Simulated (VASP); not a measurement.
Band structure of SnI4 (space group P-43m). Computed with PBEsol GGA, VASP's PBE PAW potentials (set 64) (plane waves; VASP).

Unless said otherwise, spin-orbit coupling is left out, though it shifts the bands of the heavy elements here.

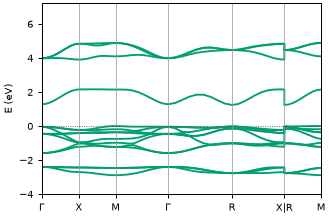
Figure: Bands along high-symmetry lines, zero at the valence-band maximum or, without a gap, the Fermi level

Q: Read the plot: is there a gap, and where are the band edges?

A: The gap is indirect, 1.24 eV, from the valence maximum at M to the conduction minimum at R.

The structure comes from a computed database's SnI4 entry (P-43m); how it stands against other phases isn't given here. The cell was not relaxed at this level.
